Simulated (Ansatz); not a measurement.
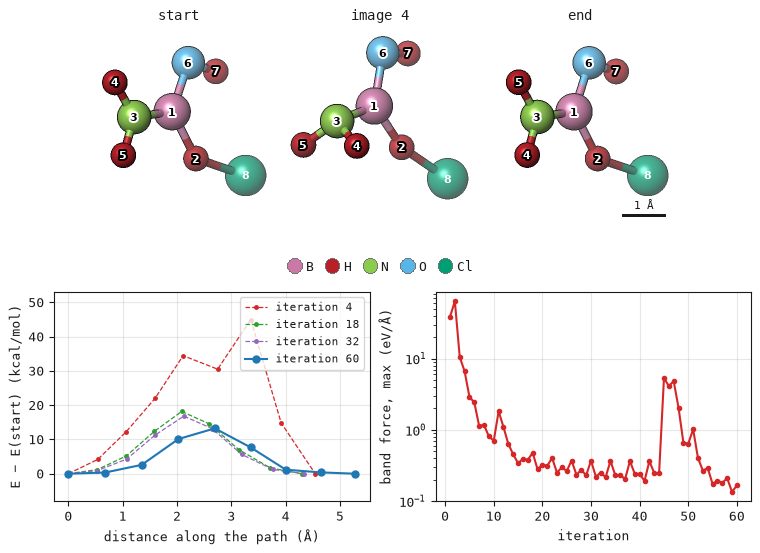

NEB run on BNH₄OCl (multiplicity 2). Images are numbered from 0 (start) to 8 (end). The plot follows the band through its iterations. Style: ball-and-stick. Shown from a free direction.

These are results of UKS PBE-D4/def2-SVP (Ansatz), not measurements. Settings: 7 movable images; climbing image; force threshold 0.05 eV/Å; iteration limit 60; optimiser L-BFGS; largest step 0.5 Å; starting path through a guess of the saddle point.

Q: Did the band converge, and can the barrier be trusted?

A: The result isn't final. The band hadn't converged when the run stopped after 60 iterations. The largest component of the band force went from 39 to 0.17 eV/Å. The barrier read from it is provisional, though the highest image hardly moved in the last two iterations. The step length is far from the usual. The first iteration put the highest image at 191.9 kcal/mol. The two ends have the same energy, and the highest point, image 4, lies 13.2 kcal/mol above the start.
